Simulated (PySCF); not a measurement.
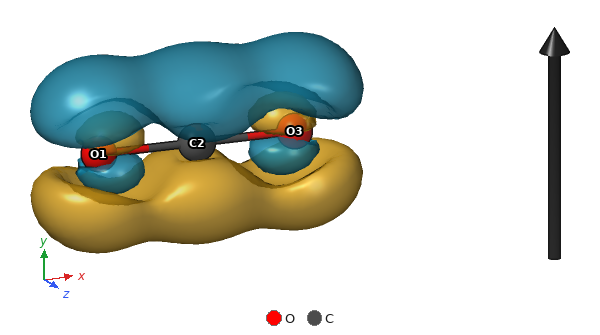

Figure. CO₂, SMILES `O=C=O`. Change of the electron density in a uniform field of 0.51 V/Å along +y (arrow), surfaces at ±0.003 e/Å³ (yellow: gain, teal: loss).

Level of theory: ωB97X/6-31+G* (PySCF), at a geometry from GFN2-xTB. No frequency check shows the geometry to be a minimum. The basis has diffuse s and p functions alone, which still leaves polarisabilities too small, most of all across bonds.

Input

```python
import numpy as np
from pyscf import gto, scf, dft
from pyscf.scf import atom_ks, atom_hf
from scipy.linalg import block_diag

def solve(mol, dm0=None, hcore=None):
    mf = (dft.UKS if mol.spin else dft.RKS)(mol, xc='wb97x')
    mf.grids.level = 3
    mf = mf.density_fit(auxbasis='def2-universal-jkfit')
    mf.conv_tol, mf.max_cycle = 1e-8, 80
    if hcore is not None:
        mf.get_hcore = lambda *args: hcore
    mf.kernel(dm0)
    if not mf.converged:
        mf = mf.newton().run(mf.mo_coeff, mf.mo_occ, max_cycle=30)
    assert mf.converged, 'SCF not converged'
    return mf

mol = gto.M(atom='''
O     -1.14366     0.00005     0.00000
C      0.00000    -0.00013     0.00000
O      1.14366     0.00005     0.00000
''', basis='6-31+g*', charge=0, spin=0, verbose=4)
field = np.array([0.0, 0.01, 0.0])  # atomic units
mol.set_common_orig(mol.atom_charges() @ mol.atom_coords() / mol.atom_charges().sum())
mf = solve(mol)
out = dict(dm0=mf.make_rdm1(), d0=mf.dip_moment(unit='AU'), e0=mf.e_tot)
for name, sign in (('p', 1), ('m', -1)):
    h = mf.get_hcore() + sign * np.einsum('x,xij->ij', field, mol.intor('int1e_r'))
    mi = solve(mol, mf.make_rdm1(), h)
    out.update({'dm' + name: mi.make_rdm1(), 'd' + name: mi.dip_moment(unit='AU'), 'e' + name: mi.e_tot})
# spherically averaged free atoms, for the promolecule
atm = atom_ks.get_atm_nrks(mol, xc='wb97x')
pro = block_diag(*[(atm[a[0]][2] * atm[a[0]][3]) @ atm[a[0]][2].T for a in mol._atom])
np.savez('result.npz', pro=pro, **out)
```

Launched as:

```sh
OMP_NUM_THREADS=1 python input.py
```

The run took 10 s on 1 thread of Intel(R) Xeon(R) Platinum 8259CL CPU @ 2.50GHz (Skylake/Cascade Lake), with other jobs on the host, peak memory 0.22 GiB.

Partitions, critical points and surface values were worked out afterwards from this run's density.

How large is the response?

The induced dipole is 0.23 D (along the field); α along this axis, from the fields in both directions, is 9 bohr³ (1.3 Å³).

Which atoms gain and lose the most charge?

Hardly any: no atom's Hirshfeld charge changes by as much as 0.002 e. The density shifts from one side of each atom to the other; 0.033 electrons are displaced in all.
